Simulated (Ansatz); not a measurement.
# One shape, several levels: SnH2F (SMILES [F][SnH2])

We compute a comparison of 5 runs (U-wB97X/STO-3G, UHSE06/STO-3G, UPBE0/STO-3G, UCCSDT(Q)/STO-3G, UCCSD(T)/STO-3G) of SnH2F. 

The results are computed with Ansatz 0.2.0.

59 further runs of the same task are left out: 7 that didn't finish, 52 set aside as unsound or not needed.

### Step 1. Starting point

The species is SnH2F (4 atoms), meant as a doublet with charge 0. SMILES: `[F][SnH2]`. The H4–Sn2 distance was set to 4.316 Å, away from the relaxed value. At this shape a bond of the SMILES string is far longer than usual.

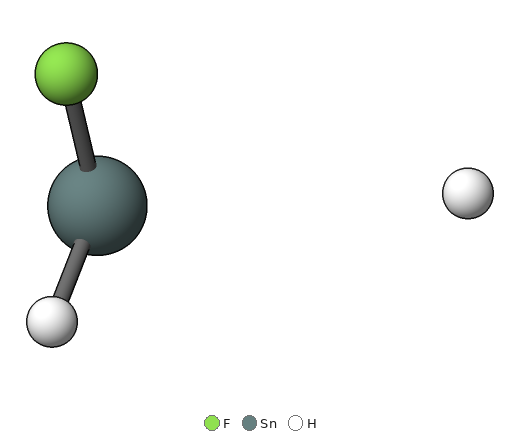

Viewed from a chosen angle; fluorine green, tin teal, hydrogen white.

### Step 2. A single-point energy at U-wB97X/STO-3G (run 1)

The input, run.yaml:

```yaml
crystal:
  periodic: [false, false, false]
  atoms:
    - {symbol: F, position_ang: [-2.103690, -2.692556, 1.013293]}
    - {symbol: Sn, position_ang: [-0.522790, -2.744756, -0.095707]}
    - {symbol: H, position_ang: [0.633010, -3.556956, 0.896693]}
    - {symbol: H, position_ang: [0.395700, 1.426200, -0.716700]}
basis:
  gaussian:
    orbitals: STO-3G
magnetization:
  spin_polarized: true
  initial_magnetization: 1
hamiltonian:
  xc: {name: wB97X}
accuracy: high
```

Started as:

```sh
$ ansatz run run.yaml --threads 1 --pin off --max-ram 2610MiB --events-out events.jsonl --progress --plain --runs-dir runs
```

The log of the run:

```text
Warning: RAYON_NUM_THREADS=1 ignored (pool sized by the plan → 1); use --threads N
Functional definition: wB97X
  name "wB97X"
  parameter omega = 0.3/bohr
  parameter cx = 0.157706
  parameter cx1 = 0.726479
  parameter cx2 = 1.04760
  parameter cx3 = -5.70635
  parameter cx4 = 13.2794
  parameter css1 = -4.33879
  parameter css2 = 18.2308
  parameter css3 = -31.7430
  parameter css4 = 17.2901
  parameter cos1 = 2.37031
  parameter cos2 = -11.3995
  parameter cos3 = 6.58405
  parameter cos4 = -3.78132
  exchange = spin_sum(e_x_unif_sr(omega)*poly(b97_u_x, 1 - cx, cx1, cx2, cx3, cx4)) + cx*exact_x_sr(omega)
      + exact_x_lr(omega)
  correlation = spin_sum(e_c_pw_same_spin*poly(b97_u_same, 1, css1, css2, css3, css4))
      + integral(e_c_pw_opposite_spin*poly(b97_u_opposite, 1, cos1, cos2, cos3, cos4))
599 factors; integrals over basis functions are off by at most 4.9e-9 eV
136 factors; integrals over basis functions are off by at most 5.4e-10 eV
mean field evaluation 1: about -165022.3213 eV, gradient 1.3e1 eV
mean field evaluation 2: about -165018.3671 eV, gradient 1.4e1 eV
mean field evaluation 4: about -165030.5076 eV, gradient 6.3e0 eV
mean field evaluation 8: about -165033.5412 eV, gradient 3.3e-1 eV
mean field evaluation 16: about -165033.5114 eV, gradient 1.6e-2 eV
mean field evaluation 32: about -165033.5115 eV, gradient 6.3e-7 eV
mean field -165033.51154896 eV, -6064.8696856924 hartree, gradient 6.7e-8 eV, S^2 0.750002; 2 other end points of the search recorded, 0 dependent functions left out
reference -165033.51154854 eV, -6064.8696856771 hartree; 31, 30 occupied and 3, 4 virtual orbitals, 599 factors
Total energy: -165033.51154854 eV, -6064.8696856771 hartree
```

Wall time 16 s (1 thread of Arm Neoverse V2, shared host); peak memory 0.42 GiB.

### Step 3. A single-point energy at UHSE06/STO-3G (run 2)

The input, molecule.yaml:

```yaml
crystal:
  periodic: [false, false, false]
  atoms:
    - {symbol: F, position_ang: [-2.103690, -2.692556, 1.013293]}
    - {symbol: Sn, position_ang: [-0.522790, -2.744756, -0.095707]}
    - {symbol: H, position_ang: [0.633010, -3.556956, 0.896693]}
    - {symbol: H, position_ang: [0.395700, 1.426200, -0.716700]}
basis:
  gaussian: {orbitals: STO-3G}
magnetization: {spin_polarized: true, initial_magnetization: 1}
hamiltonian: {xc: {name: HSE06}}
accuracy: high
```

Started as:

```sh
$ ansatz run molecule.yaml --threads 1 --pin off --max-ram 2610MiB --events-out events.jsonl --progress --plain --runs-dir runs
```

The log of the run:

```text
Warning: RAYON_NUM_THREADS=1 ignored (pool sized by the plan → 1); use --threads N
Functional definition: HSE06
  name "HSE06"
  parameter a = 0.25
  parameter omega = 0.11/bohr
  exchange = pbe_x - a*pbe_x_sr(omega) + a*exact_x_sr(omega)
  correlation = pbe_c
599 factors; integrals over basis functions are off by at most 4.9e-9 eV
51 factors; integrals over basis functions are off by at most 1.0e-9 eV
mean field evaluation 1: about -165009.7132 eV, gradient 1.1e1 eV
mean field evaluation 2: about -165001.9867 eV, gradient 2.5e1 eV
mean field evaluation 4: about -165010.1766 eV, gradient 7.1e0 eV
mean field evaluation 8: about -165020.3842 eV, gradient 2.9e-1 eV
mean field evaluation 16: about -165020.3615 eV, gradient 7.8e-3 eV
mean field evaluation 32: about -165020.2234 eV, gradient 9.6e-1 eV
mean field -165020.36153575 eV, -6064.3864316203 hartree, gradient 5.3e-8 eV, S^2 0.750010; 2 other end points of the search recorded, 0 dependent functions left out
reference -165020.36153798 eV, -6064.3864317022 hartree; 31, 30 occupied and 3, 4 virtual orbitals, 599 factors
Total energy: -165020.36153798 eV, -6064.3864317022 hartree
```

It took 3.9 s on 1 thread of Arm Neoverse V2, shared host; peak memory 0.17 GiB.

Runs 3 to 4 aren't shown in full; the table further down has their settings and results.

### Step 4. The energy at UCCSD(T)/STO-3G (run 5)

The input, input.yaml:

```yaml
crystal:
  periodic: [false, false, false]
  atoms:
    - {symbol: F, position_ang: [-2.103690, -2.692556, 1.013293]}
    - {symbol: Sn, position_ang: [-0.522790, -2.744756, -0.095707]}
    - {symbol: H, position_ang: [0.633010, -3.556956, 0.896693]}
    - {symbol: H, position_ang: [0.395700, 1.426200, -0.716700]}
basis:
  gaussian:
    orbitals: STO-3G
correlation:
  method: ccsd_t
  frozen_orbitals: {F: 1, H: 0, Sn: 18}
scf:
  omitted_lower_state_checks: [cluster_reference, increment]
magnetization:
  spin_polarized: true
  initial_magnetization: 1
accuracy: high
```

Started as:

```sh
$ ansatz run input.yaml --threads 1 --pin off --max-ram 2610MiB --events-out events.jsonl --progress --plain --runs-dir runs
```

The log of the run:

```text
Warning: RAYON_NUM_THREADS=1 ignored (pool sized by the plan → 1); use --threads N
[... 15 lines left out ...]
19 core orbitals not correlated: weight in the atoms' cores, before any rotation towards them, 1.000 or more for the frozen orbitals, at most 0.000 for the correlated occupied ones
[... 38 lines left out ...]
Total energy: -164966.28261476 eV, -6062.3990679300 hartree
Checks for a lower state left out: cluster_reference, increment
```

Wall time 2.4 s (1 thread of Arm Neoverse V2, shared host); peak memory 0.11 GiB.

### Step 5. Overview of the runs

```csv
run,level,frozen core orbitals,energy (Eh),⟨S²⟩,wall time
1,U-wB97X/STO-3G,–,-6064.869686,0.750,16 s
2,UHSE06/STO-3G,–,-6064.386432,0.750,3.9 s
3,UPBE0/STO-3G,–,-6064.368744,0.750,4.2 s
4,UCCSDT(Q)/STO-3G,19,-6062.401186,1.009,3.9 s
5,UCCSD(T)/STO-3G,19,-6062.399068,1.009,2.4 s
```

### Step 6. Outcome

| quantity | value |
| --- | --- |
| run 5: total energy | -6062.39907 Eh |
| run 5: correlation energy (19 core orbitals frozen) | -72.2 mEh |
| run 5: (T) correction | -5.84 mEh |
| run 5: ⟨S²⟩ of the reference determinant | 1.009 |
| run 5: T1 diagnostic | 0.051 |

**Reading.** Totals of different functionals can't be ranked against each other. In runs 1, 2, 3, 4, 5 the basis is minimal, so the values are rough. In runs 1, 2, 3, 4, 5 relativity is left out where basis or elements ask for it. Spin contamination of the reference: run 4 ⟨S²⟩ = 1.01, run 5 ⟨S²⟩ = 1.01. All runs together took 30 s, the longest 16 s.
